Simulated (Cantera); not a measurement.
A closed system holds: 1 mol Si, a varied amount of CO2, 110 mol H2, held at 1550 K and 0.100 bar.

Method: chemical equilibrium by Gibbs-energy minimisation in Cantera with the NASA 1993 tables (ideal gas, pure condensed phases). Candidate condensed phases: C, C6H6, C7H8, C8H18, H2O, Si, SiC, SiO2; 123 gas species. Mutual solubility and eutectic melting of coexisting phases are not modelled. The tables hold silica as quartz up to 1696 K and as liquid above; real silica turns to tridymite and cristobalite and melts near 1996 K. Equilibrium is a limit: real reactors are often held back by kinetics, nucleation or transport.

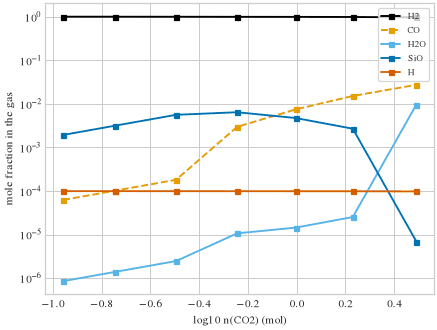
Figure. Equilibrium gas composition (values under 1e-9 drawn at 1e-9)

### Question
Read off the mole fractions at 3.1 mol CO2.

### Answer
H2 about 0.96, CO about 0.027, H2O about 0.0096, H about 9.8e-5, SiO about 6.9e-6.
